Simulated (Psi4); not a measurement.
**SiNH4O2 (SMILES N[Si](O)O), step by step**

Aim: a structure relaxation (UB3LYP-D3(BJ)/def2-SVP), then vibrational wavenumbers of SiNH4O2. 

The calculation is run with Psi4 1.11.

**1. The structure to begin with**

SiNH4O2 has 8 atoms, charge 0, and is taken as a doublet. As SMILES, `N[Si](O)O`. The shape is that of a PBE0-D4/def2-TZVP optimisation. This is one conformer, not always the lowest. The run starts from this shape.

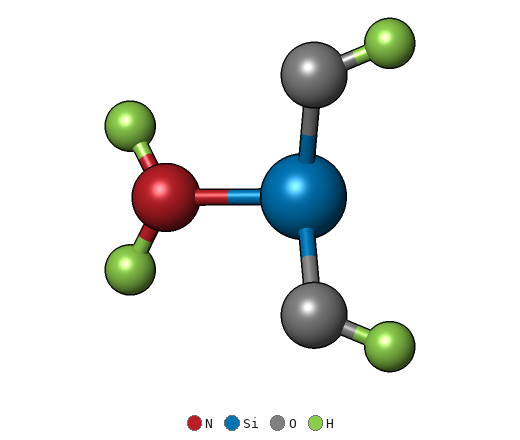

Viewed from a chosen angle; nitrogen red, silicon blue, oxygen grey, hydrogen green.

**2. A structure relaxation at UB3LYP-D3(BJ)/def2-SVP (density fitting) (run 1)**

File input.in:

```
memory 1.6 GB

molecule {
  0 2
  N     -0.498000     1.267000     0.129300
  Si     0.096000    -0.243600    -0.376000
  O      1.641600    -0.288300     0.202600
  O     -0.956500    -1.334700     0.277900
  H      0.071200     2.094000     0.065100
  H     -1.483600     1.467400     0.110500
  H      2.250900    -0.848000    -0.280900
  H     -1.029400    -2.171000    -0.184200
  units angstrom
}

set {
  basis        def2-SVP
  reference    uks
  geom_maxiter 60
}

opt('b3lyp-d3bj2b')
print_variables()
```

Started as:

```sh
$ psi4 input.in input.out -n 1
```

input.out:

```text
Psi4 1.11 release

gradient() will perform analytic gradient computation.

   => Loading Basis Set <=

    Name: DEF2-SVP
    Role: ORBITAL
    Keyword: BASIS

   => B3LYP-D3(BJ): Empirical Dispersion <=

        s6 =       1.000000
        s8 =       1.988900
        a1 =       0.398100
        a2 =       4.421100

         ---------------------------------------------------------
                                   SCF
                              UKS Reference
                        1 Threads,   1525 MiB Core
         ---------------------------------------------------------

  ==> Geometry <==

    Molecular point group: c1
    Full point group: C1

    Geometry (in Angstrom), charge = 0, multiplicity = 2:

       Center              X                  Y                   Z               Mass
    ------------   -----------------  -----------------  -----------------  -----------------
         N           -0.581049775151     1.452720215689     0.146157906827    14.003074004430
         SI           0.012950224849    -0.057879784311    -0.359142093173    27.976926534650
         O            1.558550224849    -0.102579784311     0.219457906827    15.994914619570
[... 4 lines of this table left out ...]
         H           -1.112449775151    -1.985279784311    -0.167342093173     1.007825032230

  Running in c1 symmetry.

  Rotational constants: A =      0.24667  B =      0.21994  C =      0.12702 [cm^-1]
  Rotational constants: A =   7394.95993  B =   6593.71792  C =   3807.86974 [MHz]
  Nuclear repulsion =  176.842405236821378

  Charge       = 0
  Multiplicity = 2
  Electrons    = 41
  Nalpha       = 21
  Nbeta        = 20

  ==> Algorithm <==

  SCF Algorithm Type is DF.
  DIIS enabled.
  MOM disabled.
  Fractional occupation disabled.
  Guess Type is SAD.
  Energy threshold   = 1.00e-08
  Density threshold  = 1.00e-08
  Integral threshold = 1.00e-12

  ==> Primary Basis <==

  Basis Set: DEF2-SVP
    Blend: DEF2-SVP
    Number of shells: 38
    Number of basis functions: 80
    Number of Cartesian functions: 84
    Spherical Harmonics?: true
    Max angular momentum: 2

  ==> DFT Potential <==

   => LibXC <=

    Version 7.1.2

   => Composite Functional: B3LYP-D3BJ2B <=

    B3LYP-d3bj2b Hyb-GGA Exchange-Correlation Functional

    Deriv               =              1
    GGA                 =           TRUE
    Meta                =          FALSE

    Exchange Hybrid     =           TRUE
    MP2 Hybrid          =          FALSE

   => Exchange Functionals <=

    0.0800   Slater exchange
    0.7200         Becke 88

   => Exact (HF) Exchange <=

    0.2000               HF

   => Correlation Functionals <=

    0.1900   Vosko, Wilk & Nusair (VWN5_RPA)
    0.8100   Lee, Yang & Parr

   => LibXC Density Thresholds  <==

    XC_HYB_GGA_XC_B3LYP:  1.00E-15

   => Molecular Quadrature <=

    Radial Scheme          =       TREUTLER
    Pruning Scheme         =           NONE
    Nuclear Scheme         =       TREUTLER

    Blocking Scheme        =         OCTREE
    BS radius alpha        =              1
    Pruning alpha          =              1
    Radial Points          =             75
    Spherical Points       =            302
    Total Points           =         173165
    Total Blocks           =           1334
    Max Points             =            256
    Max Functions          =             79
    Weights Tolerance      =       1.00E-15

   => Loading Basis Set <=

    Name: (DEF2-SVP AUX)
    Role: JKFIT
    Keyword: DF_BASIS_SCF

  ==> Integral Setup <==

  DFHelper Memory: AOs need 0.023 GiB; user supplied 0.818 GiB.
  SCF_SUBTYPE=INCORE selected. In-core MEM_DF algorithm will be used.
  Using in-core AOs.

  ==> MemDFJK: Density-Fitted J/K Matrices <==

    J tasked:                   Yes
    K tasked:                   Yes
    wK tasked:                   No
    Memory [MiB]:               837
    Algorithm:                 Core
    Schwarz Cutoff:           1E-12
    Mask sparsity (%):       0.6250
    Fitting Condition:        1E-10

   => Auxiliary Basis Set <=

  Basis Set: (DEF2-SVP AUX)
    Blend: DEF2-UNIVERSAL-JKFIT
    Number of shells: 137
    Number of basis functions: 431
    Number of Cartesian functions: 514
    Spherical Harmonics?: true
    Max angular momentum: 4

  Cached 100.0% of DFT collocation blocks in 0.300 [GiB].

  Minimum eigenvalue in the overlap matrix is 2.0560389433E-02.
  Reciprocal condition number of the overlap matrix is 4.4348887119E-03.
    Using symmetric orthogonalization.

  ==> Pre-Iterations <==

  SCF Guess: Superposition of Atomic Densities via on-the-fly atomic UHF (no occupation information).

   -------------------------
    Irrep   Nso     Nmo
   -------------------------
     A         80      80
   -------------------------
    Total      80      80
   -------------------------

  ==> Iterations <==

                           Total Energy        Delta E     RMS |[F,P]|

   @DF-UKS iter SAD:  -496.38859415299356   -4.96389e+02   0.00000e+00
[... 4 lines left out ...]
   @DF-UKS iter   5:  -496.93628609459302   -1.43509e-03   3.06718e-04 DIIS/ADIIS
[... 4 lines left out ...]
   @DF-UKS iter  10:  -496.93653818962309   -1.93734e-09   1.26009e-07 DIIS
[... 12 lines left out ...]
   @Spin Contamination Metric:   1.694688123E-03
[... 44 lines left out ...]
    Final Occupation by Irrep:
[... 13 lines left out ...]
    DFT Exchange-Correlation Energy =     -37.6750312546741952
[... 27 lines left out ...]
 Dipole Y            :         -1.3551515            1.1934166           -0.1617349
[... 129 lines left out ...]
	   Step    Total Energy     Delta E     Max Force     RMS Force      Max Disp      RMS Disp   ~
[... 142 lines left out ...]
   @DF-UKS iter   1:  -496.93752761245781   -3.35186e-02   1.99610e-04 DIIS/ADIIS
[... 4 lines left out ...]
   @DF-UKS iter   6:  -496.93765246870697   -1.28697e-08   1.50069e-06 DIIS
[... 4 lines left out ...]
   @DF-UKS iter  11:  -496.93765247732472   -1.70530e-13   4.41684e-09 DIIS
[... 12 lines left out ...]
   @S   Expected:                5.000000000E-01
[... 14 lines left out ...]
    One-Electron Energy =               -1033.8788123891517898
[... 4 lines left out ...]
    Total Energy =                       -496.9376524773247183
[... 116 lines left out ...]
	                                 ==> Convergence Check <==
[... 98 lines left out ...]
                           Total Energy        Delta E     RMS |[F,P]|
[... 5 lines left out ...]
   @DF-UKS iter   4:  -496.93772932024109   -2.72846e-07   2.98520e-06 DIIS
[... 4 lines left out ...]
   @DF-UKS iter   9:  -496.93772935700633   -4.03588e-12   7.13393e-09 DIIS
[... 12 lines left out ...]
   @S   Expected:                5.000000000E-01
[... 14 lines left out ...]
    One-Electron Energy =               -1033.2998366686852023
[... 4 lines left out ...]
    Total Energy =                       -496.9377293570063330
[... 116 lines left out ...]
	                                 ==> Convergence Check <==
[... 98 lines left out ...]
                           Total Energy        Delta E     RMS |[F,P]|
[... 5 lines left out ...]
   @DF-UKS iter   4:  -496.93774413059515   -1.14717e-07   4.87843e-07 DIIS
[... 4 lines left out ...]
   @DF-UKS iter   9:  -496.93774413149043   -2.27374e-13   2.98471e-09 DIIS
[... 12 lines left out ...]
   @S   Expected:                5.000000000E-01
[... 14 lines left out ...]
    One-Electron Energy =               -1033.1289108275909712
[... 4 lines left out ...]
    Total Energy =                       -496.9377441314904331
[... 116 lines left out ...]
	                                 ==> Convergence Check <==
[... 115 lines left out ...]
                           Total Energy        Delta E     RMS |[F,P]|
[... 5 lines left out ...]
   @DF-UKS iter   4:  -496.93774871133076   -9.75512e-08   5.12198e-07 DIIS
[... 4 lines left out ...]
  Energy and wave function converged.
[... 12 lines left out ...]
   @S   Observed:                5.000000000E-01
[... 14 lines left out ...]
    Two-Electron Energy =                 399.2374562652187251
[... 27 lines left out ...]
 Dipole X            :          0.5238886           -0.4860207            0.0378679
[... 94 lines left out ...]
	Measures of convergence in internal coordinates in au.
[... 98 lines left out ...]
   @DF-UKS iter   0:  -496.93758118018707   -4.96938e+02   1.67655e-05
[... 4 lines left out ...]
   @DF-UKS iter   5:  -496.93774904222175   -3.72893e-11   8.58449e-08 DIIS
[... 12 lines left out ...]
   @S^2 Expected:                7.500000000E-01
[... 50 lines left out ...]
  @DF-UKS Final Energy:  -496.93774904224250
[... 7 lines left out ...]
    Empirical Dispersion Energy =          -0.0090017040220195
[... 27 lines left out ...]
 Dipole Z            :         -0.5774857           -0.1914997           -0.7689854
[... 25 lines left out ...]
  Nuclear repulsion =  174.574118928340653

   => Molecular Quadrature <=

    Radial Scheme          =       TREUTLER
    Pruning Scheme         =           NONE
    Nuclear Scheme         =       TREUTLER

    Blocking Scheme        =         OCTREE
    BS radius alpha        =              1
    Pruning alpha          =              1
    Radial Points          =             75
    Spherical Points       =            302
    Total Points           =         173288
    Total Blocks           =           1338
    Max Points             =            256
    Max Functions          =             79
    Weights Tolerance      =       1.00E-15

  -Total Gradient:
     Atom            X                  Y                   Z
    ------   -----------------  -----------------  -----------------
       1        0.000017768241    -0.000049652902    -0.000073242736
       2       -0.000012994044     0.000040049348     0.000055665968
       3        0.000045274280    -0.000036119287     0.000083925979
[... 4 lines of this table left out ...]
       8        0.000016587518    -0.000016593347     0.000038563843

	total time  =          3 seconds =       0.05 minutes

    			-----------------------------------------

    			 OPTKING 3.0: for geometry optimizations

    			        with contributions from

    			-----------------------------------------

	                            ===> Fragment 1 <==

	 Z (Atomic Numbers)          Masses                          Geom
	       7.000000            14.003074         -1.10840405  2.77146083  0.28802218
	      14.000000            27.976927          0.02267568 -0.10685926 -0.70262206
	       8.000000            15.994915          2.98528795 -0.19368426  0.42780523
[... 4 lines of this table left out ...]
	       1.000000             1.007825         -2.09801014 -3.79206587 -0.30697278

	 - Coordinate -           - BOHR/RAD -       - ANG/DEG -
	 R(1,2)           =         3.247375           1.718437
	 R(1,5)           =         1.916898           1.014379
	 R(1,6)           =         1.916904           1.014382
[... 19 lines of this table left out ...]
	 D(4,2,3,7)       =         1.598651          91.595950

	        --- Internal Coordinate Step in ANG or DEG, aJ/ANG or AJ/DEG ---
	-------------------------------------------------------------------------------
	           Coordinate      Previous         Force          Change          New
	           ----------      --------        ------          ------        ------
	               R(1,2)       1.71844        0.00052        0.00024       1.71867
	               R(1,5)       1.01438        0.00013        0.00008       1.01446
	               R(1,6)       1.01438        0.00013        0.00008       1.01446
[... 19 lines of this table left out ...]
	           D(4,2,3,7)      91.59595       -0.00000       -0.09603      91.49992
	-------------------------------------------------------------------------------

	                                 ==> Convergence Check <==

	Measures of convergence in internal coordinates in au.

	Criteria marked as inactive (o), active & met (*), and active & unmet ( ).

	----------------------------------------------------------------------------------------------
	   Step    Total Energy     Delta E     Max Force     RMS Force      Max Disp      RMS Disp
	----------------------------------------------------------------------------------------------
	  Convergence Criteria     1.00e-06 *    3.00e-04 *             o    1.20e-03 *             o
	----------------------------------------------------------------------------------------------
	     6    -496.93774904   -3.30e-07 *    6.37e-05 *    2.20e-05 o    2.47e-03      1.27e-03 o  ~
	----------------------------------------------------------------------------------------------

Next Geometry in Ang
	Fragment 1 (Ang)

	    N  -0.5865451893   1.4666892663   0.1537521429
	   Si   0.0119049200  -0.0563020650  -0.3717913387
	    O   1.5796830382  -0.1023517172   0.2260248682
[... 4 lines of this table left out ...]
	    H  -1.1093960256  -2.0068825579  -0.1623867839

    Final optimized geometry and variables:
    Molecular point group: c1
    Full point group: C1

    Geometry (in Angstrom), charge = 0, multiplicity = 2:

    N           -0.586542164379     1.466593913385     0.152414772434
    SI           0.011999453761    -0.056547487153    -0.371811582245
    O            1.579746348217    -0.102493298583     0.226384778208
[... 4 lines of this table left out ...]
    H           -1.110219153028    -2.006674841770    -0.162442999017

  Variable Map:
  ----------------------------------------------------------------------------
  "B3LYP-D3(BJ) DISPERSION CORRECTION ENERGY" =>      -0.009001704022
  "CURRENT ENERGY"                            =>    -496.937749042243
  "CURRENT REFERENCE ENERGY"                  =>    -496.937749042243
  "DD SOLVATION ENERGY"                       =>       0.000000000000
  "DFT FUNCTIONAL TOTAL ENERGY"               =>    -496.928747338220
  "DFT TOTAL ENERGY"                          =>    -496.937749042243
  "DFT VV10 ENERGY"                           =>       0.000000000000
  "DFT XC ENERGY"                             =>     -37.641814331945
  "DISPERSION CORRECTION ENERGY"              =>      -0.009001704022
  "GRID ELECTRONS ALPHA"                      =>      21.000016243069
  "GRID ELECTRONS BETA"                       =>      20.000016212218
  "GRID ELECTRONS TOTAL"                      =>      41.000032455287
  "NUCLEAR REPULSION ENERGY"                  =>     174.574118928341
  "ONE-ELECTRON ENERGY"                       =>   -1033.098909993391
  "OPTIMIZATION ITERATIONS"                   =>       6.000000000000
  "PCM POLARIZATION ENERGY"                   =>       0.000000000000
  "PE ENERGY"                                 =>       0.000000000000
  "SCF ITERATION ENERGY"                      =>    -496.937749042243
  "SCF ITERATIONS"                            =>       7.000000000000
  "SCF TOTAL ENERGY"                          =>    -496.937749042243
  "TWO-ELECTRON ENERGY"                       =>     399.237858058775
  "XC GRID RADIAL POINTS"                     =>      75.000000000000
  "XC GRID SPHERICAL POINTS"                  =>     302.000000000000
  "XC GRID TOTAL POINTS"                      =>  173288.000000000000

  Array Variable Map:
  ----------------------------------------------------------------------------
  "-D GRADIENT"                               =>      -0.000098135911 ... -0.000012853627 8 by 3
  "B3LYP-D3(BJ) DISPERSION CORRECTION GRADIENT" =>      -0.000098135911 ... -0.000012853627 8 by 3
  "CURRENT DIPOLE"                            =>       0.038036375544 ... -0.768985411362 1 by 3
  "CURRENT GRADIENT"                          =>       0.000017768241 ... 0.000038563843 8 by 3
  "DFT TOTAL GRADIENT"                        =>       0.000017768241 ... 0.000038563843 8 by 3
  "DISPERSION CORRECTION GRADIENT"            =>      -0.000098135911 ... -0.000012853627 8 by 3
  "SCF DIPOLE"                                =>       0.038036375544 ... -0.768985411362 1 by 3
  "SCF TOTAL ENERGIES"                        =>    -496.937581180187 ... -496.937749042243 1 by 8
  "SCF TOTAL GRADIENT"                        =>       0.000017768241 ... 0.000038563843 8 by 3

    Psi4 run time: 0:01:11.53

[set-up sections that repeat, and orbital energies of the middle runs, are left out above]
```

Standard output:

```text
Optimizer: Optimization complete!
```

It took 74 s on 1 thread of Intel Xeon Platinum 8259CL at 2.50GHz (Skylake/Cascade Lake), shared host; peak memory 0.59 GiB.

Step by step:

| step | energy from the first frame kept (eV) | largest force (eV/Å) |
| --- | --- | --- |
| 0 | 0.0000 | 0.8062 |
| 1 | -0.0303 | 0.2759 |
| 2 | -0.0324 | 0.0500 |
| 3 | -0.0328 | 0.0163 |
| 4 | -0.0329 | 0.0083 |
| 5 | -0.0329 | 0.0052 |

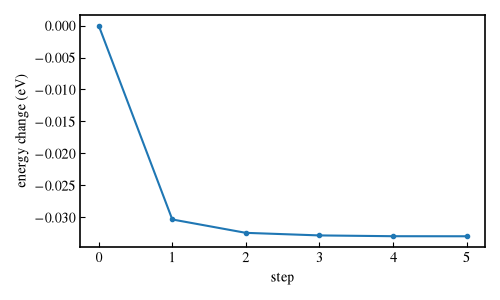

Energy along the run.

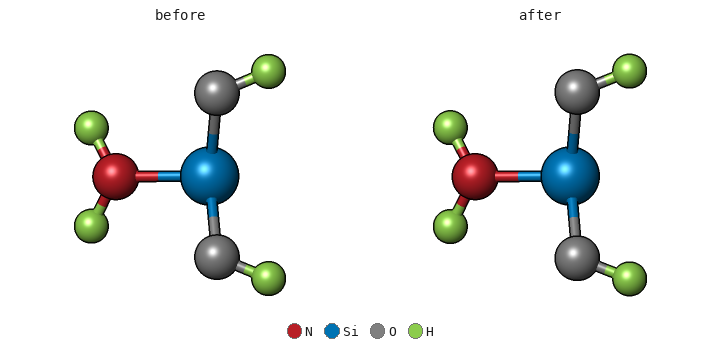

Before and after, at one scale.

After the run. Bond lengths: N1–Si2 1.718 Å, Si2–O3 1.679 Å, Si2–O4 1.679 Å, N1–H5 1.014 Å, N1–H6 1.014 Å, O3–H7 0.965 Å, O4–H8 0.965 Å. Angles: N1–Si2–O3 103.9°, N1–Si2–O4 103.9°, O3–Si2–O4 115.6°, Si2–N1–H5 120.9°, Si2–N1–H6 120.9°, Si2–O3–H7 114.8°, Si2–O4–H8 114.8°, H5–N1–H6 112.8°.

**3. Vibrational wavenumbers at UB3LYP-D3(BJ)/def2-SVP (density fitting) (run 2)**

File job.dat:

```
memory 1.6 GB

molecule m {
  0 2
  N
  Si 1 1.718437
  O 2 1.678624 1 103.93661
  O 2 1.678618 3 115.59134 1 -113.18863
  H 1 1.014378 2 120.91666 4 164.6111
  H 1 1.014382 5 112.75176 2 -154.22279
  H 3 0.964682 2 114.79012 4 91.596
  H 4 0.964686 2 114.78742 3 -91.47452
}

set globals {
  basis                      def2-SVP
  reference                  uks
  t                          298.15
  rotational_symmetry_number 1
}

e, wfn = frequency('b3lyp-d3bj2b', return_wfn=True)
```

Started as:

```sh
$ psi4 job.dat job.out -n 1
```

job.out (excerpt; [...] marks lines left out):

```text
[...]
  Running in c1 symmetry.
[...]
  Nuclear repulsion =  174.574149261040048
[...]
  Multiplicity = 2
[...]
  Nalpha       = 21
  Nbeta        = 20
[...]
    Number of basis functions: 80
[...]
   @DF-UKS iter   1:  -496.42905632126684   -1.14919e-01   1.40807e-02 ADIIS/DIIS
[...]
   @DF-UKS iter  13:  -496.93774356912115   -2.55795e-12   5.88492e-09 DIIS
[...]
   @S^2 Observed:                7.518734496E-01
[...]
  @DF-UKS Final Energy:  -496.93774356912115
   => Energetics <=
    Nuclear Repulsion Energy =            174.5741791835719141
    One-Electron Energy =               -1033.0990147698498731
    Two-Electron Energy =                 399.2379109968476314
    DFT Exchange-Correlation Energy =     -37.6418172753035449
    Empirical Dispersion Energy =          -0.0090017043872957
    VV10 Nonlocal Energy =                  0.0000000000000000
    Total Energy =                       -496.9377435691211531
[...]
  -Total Gradient:
     Atom            X                  Y                   Z
    ------   -----------------  -----------------  -----------------
       1       -0.000038979077     0.000041208649     0.000072464379
       2        0.000019935902    -0.000047397037    -0.000056815558
       3        0.000697275140     0.000312607274    -0.001490185340
       4        0.000093069291     0.000720013413     0.001549780088
       5        0.000065076181    -0.000026538254     0.000022882341
       6        0.000048159543    -0.000038573761     0.000022181922
       7       -0.000596587196    -0.000393253679     0.001523258614
       8        0.000043292287    -0.000775150441    -0.001527740759
[...]
  ==> Harmonic Vibrational Analysis <==
[...]
  Freq [cm^-1]                 147.2743            226.4629            260.1053
[...]
  IR activ [km/mol]             6.4673             55.2385             20.1744
[...]
  Freq [cm^-1]                 301.5299            332.9170            355.3452
[...]
  IR activ [km/mol]            73.7821             209.8161             0.1325
[...]
  Freq [cm^-1]                 370.9149            752.6085            757.1837
[...]
  IR activ [km/mol]            47.7490             94.4154             18.4206
[...]
  Freq [cm^-1]                 823.1724            824.5343            914.1247
[...]
  Freq [cm^-1]                 919.8073           1523.3820           3582.7288
[...]
  Freq [cm^-1]                3686.4610           3868.6608           3870.5062
[...]
```

The script printed:

```text
Warning: used thermodynamics relations inappropriate for low-frequency modes: ['147.2743' '226.4629' '260.1053' '301.5299' '332.9170' '355.3452'
 '370.9149']
```

It took 11 min on 1 thread of Intel Xeon Platinum 8259CL at 2.50GHz (Skylake/Cascade Lake), shared host; peak memory 0.59 GiB.

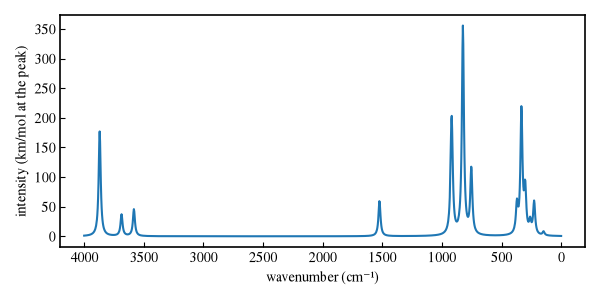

Harmonic infrared spectrum, unscaled, lines broadened by 10 cm⁻¹.

**4. Results**

```
                                                                                quantity             value
                                  run 1, UB3LYP-D3(BJ)/def2-SVP: total energy at the end     -496.93775 Eh
                                            run 1, UB3LYP-D3(BJ)/def2-SVP: dipole moment            1.99 D
                       run 1, UB3LYP-D3(BJ)/def2-SVP: HOMO energy (highest over α and β)          -4.91 eV
                        run 1, UB3LYP-D3(BJ)/def2-SVP: LUMO energy (lowest over α and β)          -1.93 eV
                                        run 1, UB3LYP-D3(BJ)/def2-SVP: dispersion energy     -23.63 kJ/mol
                                                     run 1, UB3LYP-D3(BJ)/def2-SVP: ⟨S²⟩             0.752
                               run 2, UB3LYP-D3(BJ)/def2-SVP: lowest harmonic wavenumber          147 cm⁻¹
                              run 2, UB3LYP-D3(BJ)/def2-SVP: highest harmonic wavenumber         3871 cm⁻¹
                                        run 2, UB3LYP-D3(BJ)/def2-SVP: zero-point energy      140.7 kJ/mol
run 2, UB3LYP-D3(BJ)/def2-SVP: ideal-gas entropy at 298.15 K (symmetry number 1 as used)  77.7 cal/(mol K)
```

In words: The optimisation (run 1, UB3LYP-D3(BJ)/def2-SVP) took 6 steps and changed the energy by -0.033 eV. All 18 modes (run 2, UB3LYP-D3(BJ)/def2-SVP) are real, so the shape is a minimum at this level.
